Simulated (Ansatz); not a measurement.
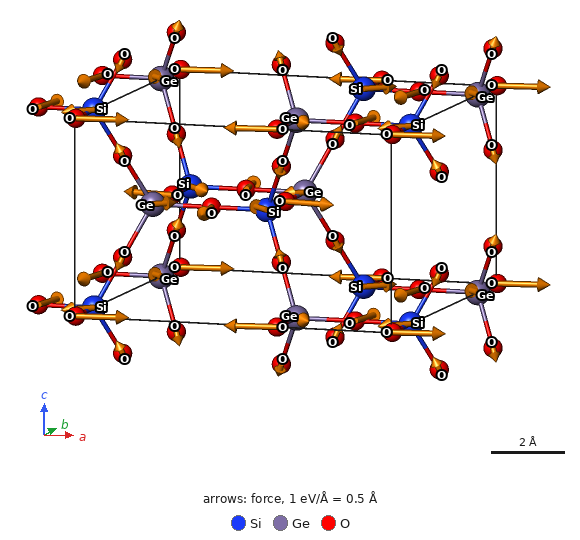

Starting geometry of crystalline SiGeO₄ (a generated structure, set up in P4_2/mnm) (coarse preliminary run) with the computed forces as orange arrows. Style: ball-and-stick. Shown: the cell of the calculation (origin shifted), slightly off an axis.

Theory: DFT PBE, scalar-relativistic, plane waves, PAW in Ansatz.

Input
```yaml
crystal:
  lattice:
    - [9.18524083, 0.0, 0.0]
    - [0.0, 9.18524083, 0.0]
    - [0.0, 0.0, 5.5127727]
  atoms:
    - { symbol: Si, position: [0.68049857, 0.68049857, 0.0] }
    - { symbol: Si, position: [0.18049857, 0.81950143, 0.5] }
    - { symbol: Si, position: [0.81950143, 0.18049857, 0.5] }
    - { symbol: Si, position: [0.31950143, 0.31950143, 0.0] }
    - { symbol: Ge, position: [0.81950143, 0.81950143, 0.5] }
    - { symbol: Ge, position: [0.18049857, 0.18049857, 0.5] }
    - { symbol: Ge, position: [0.68049857, 0.31950143, 0.0] }
    - { symbol: Ge, position: [0.31950143, 0.68049857, 0.0] }
    - { symbol: O, position: [0.74801575, 0.74801575, 0.75713743] }
    - { symbol: O, position: [0.25198425, 0.25198425, 0.24286257] }
    - { symbol: O, position: [0.74801575, 0.74801575, 0.24286257] }
    - { symbol: O, position: [0.25198425, 0.25198425, 0.75713743] }
    - { symbol: O, position: [0.68049857, 0.50515318, 0.0] }
    - { symbol: O, position: [0.50515318, 0.68049857, 0.0] }
    - { symbol: O, position: [0.00515318, 0.81950143, 0.5] }
    - { symbol: O, position: [0.49484682, 0.31950143, 0.0] }
    - { symbol: O, position: [0.81950143, 0.00515318, 0.5] }
    - { symbol: O, position: [0.31950143, 0.49484682, 0.0] }
    - { symbol: O, position: [0.18049857, 0.99484682, 0.5] }
    - { symbol: O, position: [0.24801575, 0.75198425, 0.25713743] }
    - { symbol: O, position: [0.24801575, 0.75198425, 0.74286257] }
    - { symbol: O, position: [0.99484682, 0.18049857, 0.5] }
    - { symbol: O, position: [0.75198425, 0.24801575, 0.25713743] }
    - { symbol: O, position: [0.75198425, 0.24801575, 0.74286257] }
basis:
  ecutwfc: 420
kpoints:
  mp_grid: { grid: [2, 2, 4] }
hamiltonian:
  xc: pbe
scf:
  occupations: { method: gaussian, width: 0.1 }
  lower_state_search: "off"
output:
  forces: true
  stress: true
  eigenvalues: true
relax:
  adjacent_minimum: "off"
  f_tol: 0.04
  max_steps: 70
  cell: { stress_tol: 0.4 }
```

Launched with:
```bash
ansatz run input.yaml --threads 1 --pin off --max-ram 2560MiB --backend cpu --events-out ev --progress --plain --runs-dir out
```

Is this structure relaxed? If not, where do the atoms go?

It isn't relaxed: the largest force vector, on O atoms, is 3.00 eV/Å. The atoms end up moving mostly along the starting forces (cosine between the two patterns 0.89). The energy falls by 166 meV per atom in 5 accepted moves (6 points after the start). The largest force component goes from 3 to 0.0071 eV/Å. Pressure: 6.43 GPa at the start and 0.10 GPa at the end. At 1 point the geometry stayed and the basis and grid were re-selected for the new cell (energy shift of 1.2 meV per atom at most each time). The largest moves relative to the cell, 0.31 Å, are those of 8 atoms (O13, O14, O15, O16 and others). O19 goes along +a. Largest moves by element: O 0.31 Å, Ge 0.07 Å, Si 0.02 Å. The volume changes by +1.9 %, with a = b 9.185 → 9.312 Å (+1.4 %), c 5.513 → 5.466 Å (−0.8 %). Among the contacts that change: Ge5–O11 1.695 → 1.730 Å, Ge5–O15 1.705 → 1.738 Å, Si1–O13 1.611 → 1.624 Å, Si1–O11 1.601 → 1.614 Å. Among the angles between lasting bonds that change: O14–Ge8–O18 90.0° → 113.6°, Si1–O14–Ge8 180.0° → 156.8°, O17–Si3–O22 90.0° → 112.9°. The space group stays P4_2/mnm (No. 136). Cost: 5.2 min on 1 thread of Arm Neoverse V1, with other jobs on the host, peak memory 0.86 GiB.
